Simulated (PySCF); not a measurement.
C3H8O3S

```xyz
15

C     1.7721    0.3879   -0.6179
C     1.1120   -0.5911    0.3409
C    -0.2446   -0.1471    0.8679
S    -1.4717   -0.0825   -0.4268
O    -1.3267    1.1343   -1.2136
O    -1.5411   -1.3829   -1.0564
O    -2.8183    0.1128    0.4690
H     1.1719    0.5339   -1.5273
H     1.9044    1.3767   -0.1512
H     2.7642    0.0226   -0.9200
H     1.7564   -0.7544    1.2202
H     0.9880   -1.5757   -0.1381
H    -0.2267    0.8591    1.3133
H    -0.6527   -0.8569    1.6021
H    -3.1917    0.9714    0.2160
```

Geometry: PBE0-D3(BJ)/def2-SVP.

Computed with wB97X-D/pcSseg-1, SCF density, in a chloroform solvent model, non-relativistic (PySCF 2.14.0).

### What can the converged electron density and electron localisation function tell about the bonding?

C–C (1.52 Å): ρ is about 1.6 e/Å³ halfway; the ELF peaks at about 0.95 between the atoms: localised, covalent bonding.
C–H (1.10 Å): the density is about 1.9 e/Å³ at the midpoint; the ELF climbs to about 1 towards the hydrogen, as it does in any bond to H: a covalent bond by its length.

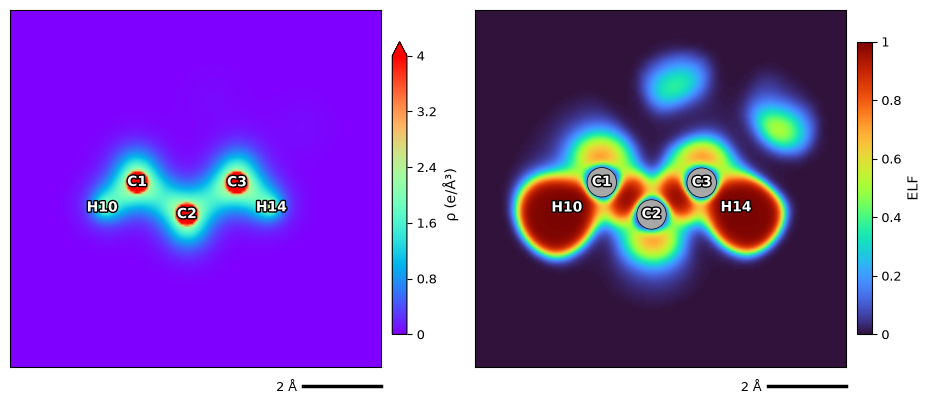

Computed electron density and electron localisation function on the plane of atoms C2, C3 and H14, in this order. Grey discs cover the atomic cores in the ELF map. 
